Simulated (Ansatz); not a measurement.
# AlF₂H₂N + SiH₄: a complex and its separated parts, part 1 of 2

The complex below is one end of an elementary step. How strongly is it bound against its free parts?

Method: PBE0-D4/def2-TZVP structures, single points in def2-TZVPP, no counterpoise correction; program: Ansatz 0.2.0, Gaussian basis.

Levels: SPW92, PBE-D4, BLYP-D4, r2SCAN-D4, B97M-V, PBE0-D4, B3LYP-D4, r2SCAN0-D4, BHLYP-D4, CAM-B3LYP-D4, wB97X-V, wB97M-V, B2PLYP, PBE-QIDH, RPA on PBE, Hartree-Fock, MP2, CCSD, CCSD(T).

Correlated methods freeze the cores. B3LYP uses VWN-RPA correlation. B2PLYP carries no dispersion term here.

94 further runs of the same task are left out: 94 set aside as unsound or not needed. Runs told in other sessions of the task aren't counted.

### 1 The starting structure

The complex: 11 atoms, charge 0, spin multiplicity 1.

Atoms are counted from 1 here; the program's logs count them from 0.

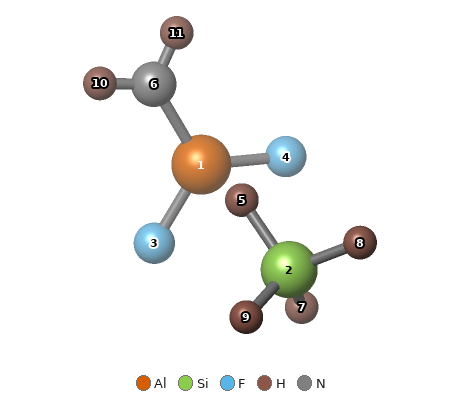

The starting geometry (aluminium orange, silicon green, fluorine blue, hydrogen brown, nitrogen grey); atoms are numbered from 1 in the order of the file.

Geometry (Å):

```mol
AlF2H6NSi
  3D, bonds by distance, orders not assigned

 11  9  0  0  0  0  0  0  0  0999 V2000
   -0.6505   -1.0083    0.1096 Al  0  0
    0.2343    1.9146   -0.5955 Si  0  0
   -0.8129   -1.0778   -1.5319 F   0  0
   -1.7878   -0.1838    0.9769 F   0  0
    0.5828    0.5800    0.0219 H   0  0
    0.4183   -2.1332    0.9261 N   0  0
   -1.1466    1.8819   -1.1144 H   0  0
    0.3978    2.9032    0.4937 H   0  0
    1.2301    2.1201   -1.6710 H   0  0
    1.0522   -2.7597    0.4599 H   0  0
    0.4825   -2.2371    1.9245 H   0  0
  1  3  8  0
  1  4  8  0
  1  6  8  0
  2  5  8  0
  2  7  8  0
  2  8  8  0
  2  9  8  0
  6 10  8  0
  6 11  8  0
M  END
```

Its parts: AlF₂H₂N holds atoms 1, 3, 4, 6, 10, 11; SiH₄ holds atoms 2, 5, 7, 8, 9. Each part counts its atoms afresh in its own runs.

### 2 Relaxing AlF₂H₂N alone

The input, relax-a/in.yaml:

```yaml
crystal:
  periodic: [false, false, false]
  atoms:
    - {symbol: Al, position_ang: [-0.650527, -1.008295, 0.109614]}
    - {symbol: F, position_ang: [-0.812950, -1.077807, -1.531901]}
    - {symbol: F, position_ang: [-1.787828, -0.183785, 0.976929]}
    - {symbol: N, position_ang: [0.418314, -2.133197, 0.926145]}
    - {symbol: H, position_ang: [1.052151, -2.759684, 0.459889]}
    - {symbol: H, position_ang: [0.482508, -2.237062, 1.924512]}
basis:
  gaussian: {orbitals: def2-TZVP}
hamiltonian: {xc: pbe0, dispersion: d4}
relax: {f_tol: 0.005, max_steps: 200}
```

Command:

```console
$ ansatz run in.yaml --threads 8 --pin off --events-out ev --progress --plain --max-ram 19148MiB
```

Standard output, cut to the lines that bear on the results:

```text
Functional definition: PBE0
  name "PBE0"
  cite "Adamo & Barone, J. Chem. Phys. 110, 6158 (1999) doi:10.1063/1.478522"
  cite "Perdew, Burke & Ernzerhof, Phys. Rev. Lett. 77, 3865 (1996) doi:10.1103/PhysRevLett.77.3865"
  parent pbe
[...]
834 factors; their error is unknown
[...]
mean field -13551.82518099 eV, -498.0203896445 hartree, gradient 1.6e-5 eV, S^2 0.000000; 0 other end points of the search recorded, 0 dependent functions left out
[...]
reference -13551.82521033 eV, -498.0203907225 hartree; 20, 20 occupied and 122, 122 virtual orbitals, 834 factors
[...]
reference -13551.88763602 eV, -498.0226848245 hartree; 20, 20 occupied and 122, 122 virtual orbitals, 834 factors
Total energy: -13551.95928492 eV, -498.0253178730 hartree
Atom 0 at    -0.726676    -1.097815     0.112004 Å, force     0.000783    -0.000682     0.000484 eV/Å
Atom 1 at    -0.786939    -1.041691    -1.525930 Å, force     0.000284    -0.000270    -0.000292 eV/Å
Atom 2 at    -1.756741    -0.152287     0.969066 Å, force     0.000009     0.000014     0.000466 eV/Å
Atom 3 at     0.410208    -2.142186     0.926253 Å, force    -0.002670     0.002231    -0.000167 eV/Å
Atom 4 at     1.066095    -2.744526     0.458304 Å, force     0.000155    -0.000030     0.002252 eV/Å
Atom 5 at     0.495720    -2.221324     1.925491 Å, force     0.001439    -0.001263    -0.002742 eV/Å
Dipole moment:     0.348393    -0.320169     0.249571 e Å
```

It took 7 s on 8 threads of Arm Neoverse V1, shared host.

Relaxation path:

```tsv
step	energy from step 1 (eV)	largest force component (eV/Å)
1	0.0000	0.6061
2	-0.0112	0.8058
3	-0.0534	0.4908
4	-0.0587	0.2905
5	-0.0624	0.0559
6	-0.0625	0.0027
```

Close pairs (by a distance rule), those that changed most:

```tsv
bond	before (Å)	after (Å)	change (Å)
Al1–F2	1.651	1.640	-0.011
Al1–F3	1.651	1.640	-0.011
Al1–N4	1.753	1.745	-0.008
N4–H6	1.006	1.006	+0.000
N4–H5	1.006	1.006	+0.000
```

### 3 Relaxing SiH₄ alone

The input, relax-b/in.yaml:

```yaml
crystal:
  periodic: [false, false, false]
  atoms:
    - {symbol: Si, position_ang: [0.234303, 1.914602, -0.595548]}
    - {symbol: H, position_ang: [0.582778, 0.579992, 0.021898]}
    - {symbol: H, position_ang: [-1.146594, 1.881934, -1.114398]}
    - {symbol: H, position_ang: [0.397760, 2.903171, 0.493733]}
    - {symbol: H, position_ang: [1.230085, 2.120130, -1.670975]}
basis:
  gaussian: {orbitals: def2-TZVP}
hamiltonian: {xc: pbe0, dispersion: d4}
relax: {f_tol: 0.005, max_steps: 200}
```

Command:

```console
$ ansatz run in.yaml --threads 8 --pin off --events-out ev --progress --plain --max-ram 19148MiB
```

Standard output, cut to the lines that bear on the results:

```text
[... 5 set-up lines as earlier in the session ...]
[...]
444 factors; their error is unknown
[...]
mean field -7939.05467554 eV, -291.7548780417 hartree, gradient 2.5e-5 eV, S^2 0.000000; 0 other end points of the search recorded, 0 dependent functions left out
[...]
Atom 1 at     0.556477     0.552398     0.021499 Å, force     0.001886    -0.002298     0.001573 eV/Å
Atom 2 at    -1.125401     1.883852    -1.107006 Å, force    -0.003953     0.000888    -0.001845 eV/Å
Atom 3 at     0.391652     2.929699     0.468448 Å, force     0.000052     0.001346     0.002395 eV/Å
Atom 4 at     1.215865     2.153916    -1.675204 Å, force     0.001774    -0.000257    -0.002100 eV/Å
Dipole moment:     0.000072    -0.000002     0.000030 e Å
```

Run time: 1.2 s. Hardware: 8 threads of Arm Neoverse V1, shared host.

Along the way:

```tsv
step	energy from step 1 (eV)	largest force component (eV/Å)
1	0.0000	0.7863
2	-0.0281	0.1788
3	-0.0282	0.1422
4	-0.0307	0.0040
```

Close pairs (by a distance rule), those that changed most:

```tsv
bond	before (Å)	after (Å)	change (Å)
Si1–H2	1.511	1.485	-0.027
Si1–H3	1.476	1.485	+0.009
Si1–H5	1.480	1.485	+0.005
Si1–H4	1.480	1.485	+0.005
```

### 4 SPW92/def2-TZVPP

The input, parta/in.yaml:

```yaml
crystal:
  periodic: [false, false, false]
  atoms:
    - {symbol: Al, position_ang: [-0.726676, -1.097815, 0.112004]}
    - {symbol: F, position_ang: [-0.786939, -1.041691, -1.525930]}
    - {symbol: F, position_ang: [-1.756741, -0.152287, 0.969066]}
    - {symbol: N, position_ang: [0.410208, -2.142186, 0.926253]}
    - {symbol: H, position_ang: [1.066095, -2.744526, 0.458304]}
    - {symbol: H, position_ang: [0.495720, -2.221324, 1.925491]}
basis:
  gaussian: {orbitals: def2-TZVPP}
hamiltonian: {xc: lda}
```

The input, partb/in.yaml:

```yaml
crystal:
  periodic: [false, false, false]
  atoms:
    - {symbol: Si, position_ang: [0.259740, 1.879965, -0.573028]}
    - {symbol: H, position_ang: [0.556477, 0.552398, 0.021499]}
    - {symbol: H, position_ang: [-1.125401, 1.883852, -1.107006]}
    - {symbol: H, position_ang: [0.391652, 2.929699, 0.468448]}
    - {symbol: H, position_ang: [1.215865, 2.153916, -1.675204]}
basis:
  gaussian: {orbitals: def2-TZVPP}
hamiltonian: {xc: lda}
```

The same command starts each run, in its folder.

Command:

```console
$ ansatz run in.yaml --threads 8 --pin off --events-out ev --progress --plain --max-ram 19148MiB
```

Output in parta, cut to the lines that bear on the results:

```text
Functional definition: SPW92
  name "SPW92"
  cite "Dirac, Proc. Camb. Phil. Soc. 26, 376 (1930) doi:10.1017/S0305004100016108"
  cite "Slater, Phys. Rev. 81, 385 (1951) doi:10.1103/PhysRev.81.385"
  cite "Perdew & Wang, Phys. Rev. B 45, 13244 (1992) doi:10.1103/PhysRevB.45.13244"
[...]
854 factors; their error is unknown
[...]
mean field -13486.51250458 eV, -495.6201930570 hartree, gradient 5.1e-5 eV, S^2 0.000000; 0 other end points of the search recorded, 0 dependent functions left out
reference -13486.51254247 eV, -495.6201944492 hartree; 20, 20 occupied and 143, 143 virtual orbitals, 854 factors
Total energy: -13486.51254247 eV, -495.6201944492 hartree
```

Output in partb, cut to the lines that bear on the results:

```text
[... 5 set-up lines as earlier in the session ...]
[...]
524 factors; their error is unknown
[...]
mean field -7909.52594351 eV, -290.6697171549 hartree, gradient 6.3e-5 eV, S^2 0.000000; 0 other end points of the search recorded, 0 dependent functions left out
reference -7909.52597560 eV, -290.6697183341 hartree; 9, 9 occupied and 89, 89 virtual orbitals, 524 factors
Total energy: -7909.52597560 eV, -290.6697183341 hartree
```

Wall times: 0.66 s (parta), 0.2 s (partb) on 8 threads of Arm Neoverse V1, shared host.

### 5 PBE-D4/def2-TZVPP

Each input of step 4 (parta, partb) changes in the same lines:

```diff
-hamiltonian: {xc: lda}
+hamiltonian: {xc: pbe, dispersion: d4}
```

One command serves all of them, each in its own folder.

Command:

```console
$ ansatz run in.yaml --threads 8 --pin off --events-out ev --progress --plain --max-ram 19148MiB
```

Output in parta, cut to the lines that bear on the results:

```text
Functional definition: PBE
  name "PBE"
[... 2 set-up lines as earlier in the session ...]
[...]
854 factors; their error is unknown
[...]
mean field -13551.26295480 eV, -497.9997282129 hartree, gradient 5.4e-5 eV, S^2 0.000000; 0 other end points of the search recorded, 0 dependent functions left out
reference -13551.26299544 eV, -497.9997297065 hartree; 20, 20 occupied and 143, 143 virtual orbitals, 854 factors
Total energy: -13551.34879112 eV, -498.0028826395 hartree
```

Output in partb, cut to the lines that bear on the results:

```text
[... 4 set-up lines as earlier in the session ...]
[...]
524 factors; their error is unknown
[...]
mean field -7938.15280517 eV, -291.7217349166 hartree, gradient 4.5e-5 eV, S^2 0.000000; 0 other end points of the search recorded, 0 dependent functions left out
reference -7938.15283947 eV, -291.7217361771 hartree; 9, 9 occupied and 89, 89 virtual orbitals, 524 factors
Total energy: -7938.19518027 eV, -291.7232921731 hartree
```

They took 0.81 s (parta), 0.25 s (partb) on 8 threads of Arm Neoverse V1, shared host.

### 6 BLYP-D4/def2-TZVPP

Each input of step 5 (parta, partb) changes in the same lines:

```diff
-hamiltonian: {xc: pbe, dispersion: d4}
+hamiltonian: {xc: {name: BLYP}, dispersion: d4}
```

One command serves all of them, each in its own folder.

Command:

```console
$ ansatz run in.yaml --threads 8 --pin off --events-out ev --progress --plain --max-ram 19148MiB
```

Output in parta, cut to the lines that bear on the results:

```text
Functional definition: BLYP
  name "BLYP"
  cite "Becke, Phys. Rev. A 38, 3098 (1988) doi:10.1103/PhysRevA.38.3098"
  cite "Lee, Yang & Parr, Phys. Rev. B 37, 785 (1988) doi:10.1103/PhysRevB.37.785"
[...]
854 factors; their error is unknown
[...]
mean field -13561.40566945 eV, -498.3724661015 hartree, gradient 1.6e-5 eV, S^2 0.000000; 0 other end points of the search recorded, 0 dependent functions left out
reference -13561.40597664 eV, -498.3724773905 hartree; 20, 20 occupied and 143, 143 virtual orbitals, 854 factors
Total energy: -13561.59661568 eV, -498.3794832457 hartree
```

partb printed, cut to the lines that bear on the results:

```text
[... 4 set-up lines as earlier in the session ...]
[...]
524 factors; their error is unknown
[...]
mean field -7942.32370267 eV, -291.8750125726 hartree, gradient 3.1e-5 eV, S^2 0.000000; 0 other end points of the search recorded, 0 dependent functions left out
reference -7942.32398415 eV, -291.8750229169 hartree; 9, 9 occupied and 89, 89 virtual orbitals, 524 factors
Total energy: -7942.42239977 eV, -291.8786396243 hartree
```

Wall times: 0.86 s (parta), 0.25 s (partb) on 8 threads of Arm Neoverse V1, shared host.

### 7 r2SCAN-D4/def2-TZVPP

Each input of step 6 (parta, partb) changes in the same lines:

```diff
-hamiltonian: {xc: {name: BLYP}, dispersion: d4}
+hamiltonian: {xc: r2scan, dispersion: d4}
```

One command serves all of them, each in its own folder.

Command:

```console
$ ansatz run in.yaml --threads 8 --pin off --events-out ev --progress --plain --max-ram 19148MiB
```

parta printed, cut to the lines that bear on the results:

```text
Functional definition: r2SCAN
  name "r2SCAN"
  cite "Furness, Kaplan, Ning, Perdew & Sun, J. Phys. Chem. Lett. 11, 8208 (2020) doi:10.1021/acs.jpclett.0c02405"
  cite "Furness, Kaplan, Ning, Perdew & Sun, J. Phys. Chem. Lett. 11, 9248 (2020) doi:10.1021/acs.jpclett.0c03077"
  parent r2scan
[...]
854 factors; their error is unknown
[...]
mean field -13558.33864946 eV, -498.2597551957 hartree, gradient 4.5e-5 eV, S^2 0.000000; 0 other end points of the search recorded, 0 dependent functions left out
reference -13558.33866174 eV, -498.2597556470 hartree; 20, 20 occupied and 143, 143 virtual orbitals, 854 factors
Total energy: -13558.35836986 eV, -498.2604799070 hartree
```

partb printed, cut to the lines that bear on the results:

```text
[... 5 set-up lines as earlier in the session ...]
[...]
524 factors; their error is unknown
[...]
mean field -7941.75744496 eV, -291.8542029857 hartree, gradient 1.5e-5 eV, S^2 0.000000; 0 other end points of the search recorded, 0 dependent functions left out
reference -7941.75745556 eV, -291.8542033751 hartree; 9, 9 occupied and 89, 89 virtual orbitals, 524 factors
Total energy: -7941.76702476 eV, -291.8545550369 hartree
```

Wall times: 1.8 s (parta), 0.66 s (partb) on 8 threads of Arm Neoverse V1, shared host.

### 8 B97M-V/def2-TZVPP

Each input of step 7 (parta, partb) changes in the same lines:

```diff
-hamiltonian: {xc: r2scan, dispersion: d4}
+hamiltonian: {xc: {name: B97M-V}}
```

Each run has its own folder and the same command.

Command:

```console
$ ansatz run in.yaml --threads 8 --pin off --events-out ev --progress --plain --max-ram 19148MiB
```

parta printed, cut to the lines that bear on the results:

```text
Functional definition: B97M-V
  name "B97M-V"
  cite "Mardirossian & Head-Gordon, J. Chem. Phys. 142, 074111 (2015) doi:10.1063/1.4907719"
  cite "Becke, J. Chem. Phys. 107, 8554 (1997) doi:10.1063/1.475007"
  cite "Vydrov & Van Voorhis, J. Chem. Phys. 133, 244103 (2010) doi:10.1063/1.3521275"
  # Of w^i u^j: cxij and so on, Table III.
[...]
  gx(w, u) = cx00 + cx01*u + cx02*u^2 + (cx10 + cx11*u)*w
[...]
  gos(w, u) = cos00 + cos01*u + cos03*u^3 + cos10*w + cos32*w^3*u^2
[...]
      + integral(e_c_pw_mod_opposite_spin*gos(b97_w_opposite, b97_u_opposite)) + vv10(b, c)
854 factors; their error is unknown
[...]
mean field -13558.19097848 eV, -498.2543283871 hartree, gradient 2.9e-5 eV, S^2 0.000000; 0 other end points of the search recorded, 0 dependent functions left out
reference -13558.19103640 eV, -498.2543305159 hartree; 20, 20 occupied and 143, 143 virtual orbitals, 854 factors
Total energy: -13558.19103640 eV, -498.2543305159 hartree
```

Output in partb, cut to the lines that bear on the results:

```text
[... 5 set-up lines as earlier in the session ...]
  # Of w^i u^j: cxij and so on, Table III.
[...]
  gx(w, u) = cx00 + cx01*u + cx02*u^2 + (cx10 + cx11*u)*w
[...]
  gos(w, u) = cos00 + cos01*u + cos03*u^3 + cos10*w + cos32*w^3*u^2
[...]
      + integral(e_c_pw_mod_opposite_spin*gos(b97_w_opposite, b97_u_opposite)) + vv10(b, c)
524 factors; their error is unknown
[...]
mean field -7940.58586709 eV, -291.8111482932 hartree, gradient 4.3e-5 eV, S^2 0.000000; 0 other end points of the search recorded, 0 dependent functions left out
reference -7940.58591952 eV, -291.8111502200 hartree; 9, 9 occupied and 89, 89 virtual orbitals, 524 factors
Total energy: -7940.58591952 eV, -291.8111502200 hartree
```

Wall times: 2.4 s (parta), 0.86 s (partb) on 8 threads of Arm Neoverse V1, shared host.

### 9 PBE0-D4/def2-TZVPP

The same edit goes into each in.yaml of step 8 (parta, partb):

```diff
-hamiltonian: {xc: {name: B97M-V}}
+hamiltonian: {xc: pbe0, dispersion: d4}
+output: {orbitals: {seedname: orbitals}}
```

The same command starts each run, in its folder.

Command:

```console
$ ansatz run in.yaml --threads 8 --pin off --events-out ev --progress --plain --max-ram 19148MiB
```

parta printed, cut to the lines that bear on the results:

```text
[... 5 set-up lines as earlier in the session ...]
[...]
885 factors; their error is unknown
[...]
mean field -13551.94381392 eV, -498.0247493242 hartree, gradient 7.7e-5 eV, S^2 0.000000; 0 other end points of the search recorded, 0 dependent functions left out
reference -13551.94384365 eV, -498.0247504167 hartree; 20, 20 occupied and 143, 143 virtual orbitals, 885 factors
Total energy: -13552.01549255 eV, -498.0273834653 hartree
```

Output in partb, cut to the lines that bear on the results:

```text
[... 5 set-up lines as earlier in the session ...]
[...]
527 factors; their error is unknown
[...]
mean field -7939.10185483 eV, -291.7566118485 hartree, gradient 5.6e-5 eV, S^2 0.000000; 0 other end points of the search recorded, 0 dependent functions left out
reference -7939.10188072 eV, -291.7566128001 hartree; 9, 9 occupied and 89, 89 virtual orbitals, 527 factors
Total energy: -7939.13646188 eV, -291.7578836343 hartree
```

Wall times: 1 s (parta), 0.31 s (partb) on 8 threads of Arm Neoverse V1, shared host.

### 10 B3LYP-D4/def2-TZVPP

The same edit goes into each in.yaml of step 9 (parta, partb):

```diff
-hamiltonian: {xc: pbe0, dispersion: d4}
-output: {orbitals: {seedname: orbitals}}
+hamiltonian: {xc: {name: B3LYP}, dispersion: d4}
```

One command serves all of them, each in its own folder.

Command:

```console
$ ansatz run in.yaml --threads 8 --pin off --events-out ev --progress --plain --max-ram 19148MiB
```

parta printed, cut to the lines that bear on the results:

```text
Functional definition: B3LYP
  name "B3LYP"
  cite "Stephens, Devlin, Chabalowski & Frisch, J. Phys. Chem. 98, 11623 (1994) doi:10.1021/j100096a001"
[... 2 set-up lines as earlier in the session ...]
  cite "Vosko, Wilk & Nusair, Can. J. Phys. 58, 1200 (1980) doi:10.1139/p80-159"
[...]
878 factors; their error is unknown
[...]
mean field -13562.77486909 eV, -498.4227832600 hartree, gradient 7.9e-5 eV, S^2 0.000000; 0 other end points of the search recorded, 0 dependent functions left out
reference -13562.77509583 eV, -498.4227915925 hartree; 20, 20 occupied and 143, 143 virtual orbitals, 878 factors
Total energy: -13562.91457610 eV, -498.4279173979 hartree
```

Output in partb, cut to the lines that bear on the results:

```text
[... 6 set-up lines as earlier in the session ...]
[...]
527 factors; their error is unknown
[...]
mean field -7943.47015112 eV, -291.9171437763 hartree, gradient 4.1e-5 eV, S^2 0.000000; 0 other end points of the search recorded, 0 dependent functions left out
reference -7943.47036178 eV, -291.9171515177 hartree; 9, 9 occupied and 89, 89 virtual orbitals, 527 factors
Total energy: -7943.53902735 eV, -291.9196749310 hartree
```

Wall times: 0.96 s (parta), 0.3 s (partb) on 8 threads of Arm Neoverse V1, shared host.

### 11 r2SCAN0-D4/def2-TZVPP

Each input of step 10 (parta, partb) changes in the same lines:

```diff
-hamiltonian: {xc: {name: B3LYP}, dispersion: d4}
+hamiltonian: {xc: {name: r2SCAN0}, dispersion: d4}
```

Each run has its own folder and the same command.

Command:

```console
$ ansatz run in.yaml --threads 8 --pin off --events-out ev --progress --plain --max-ram 19148MiB
```

Log of parta, cut to the lines that bear on the results:

```text
Functional definition: r2SCAN0
  name "r2SCAN0"
  cite "Bursch, Neugebauer, Ehlert & Grimme, J. Chem. Phys. 156, 134105 (2022) doi:10.1063/5.0086040"
[... 3 set-up lines as earlier in the session ...]
[...]
885 factors; their error is unknown
[...]
mean field -13557.26956291 eV, -498.2204669896 hartree, gradient 6.8e-5 eV, S^2 0.000000; 0 other end points of the search recorded, 0 dependent functions left out
reference -13557.26957254 eV, -498.2204673433 hartree; 20, 20 occupied and 143, 143 virtual orbitals, 885 factors
Total energy: -13557.29289526 eV, -498.2213244377 hartree
```

Log of partb, cut to the lines that bear on the results:

```text
[... 6 set-up lines as earlier in the session ...]
[...]
527 factors; their error is unknown
[...]
mean field -7941.68716205 eV, -291.8516201366 hartree, gradient 3.9e-6 eV, S^2 0.000000; 0 other end points of the search recorded, 0 dependent functions left out
reference -7941.68717051 eV, -291.8516204473 hartree; 9, 9 occupied and 89, 89 virtual orbitals, 527 factors
Total energy: -7941.69823397 eV, -291.8520270218 hartree
```

Times: 1.9 s (parta), 0.65 s (partb) on 8 threads of Arm Neoverse V1, shared host.

### 12 BHLYP-D4/def2-TZVPP

The same edit goes into each in.yaml of step 11 (parta, partb):

```diff
-hamiltonian: {xc: {name: r2SCAN0}, dispersion: d4}
+hamiltonian: {xc: {name: BHLYP}, dispersion: d4}
```

The same command starts each run, in its folder.

Command:

```console
$ ansatz run in.yaml --threads 8 --pin off --events-out ev --progress --plain --max-ram 19148MiB
```

parta printed, cut to the lines that bear on the results:

```text
Functional definition: BHLYP
  name "BHLYP"
  cite "Becke, J. Chem. Phys. 98, 1372 (1993) doi:10.1063/1.464304"
[... 2 set-up lines as earlier in the session ...]
[...]
942 factors; their error is unknown
[...]
mean field -13559.41406780 eV, -498.2992760907 hartree, gradient 3.0e-5 eV, S^2 0.000000; 0 other end points of the search recorded, 0 dependent functions left out
reference -13559.41421921 eV, -498.2992816547 hartree; 20, 20 occupied and 143, 143 virtual orbitals, 942 factors
Total energy: -13559.52200180 eV, -498.3032425922 hartree
```

Log of partb, cut to the lines that bear on the results:

```text
[... 5 set-up lines as earlier in the session ...]
[...]
546 factors; their error is unknown
[...]
mean field -7942.64017340 eV, -291.8866426577 hartree, gradient 4.8e-6 eV, S^2 0.000000; 0 other end points of the search recorded, 0 dependent functions left out
reference -7942.64031601 eV, -291.8866478982 hartree; 9, 9 occupied and 89, 89 virtual orbitals, 546 factors
Total energy: -7942.68789878 eV, -291.8883965331 hartree
```

Wall times: 0.96 s (parta), 0.3 s (partb) on 8 threads of Arm Neoverse V1, shared host.

(Continued in part 2 of 2.)
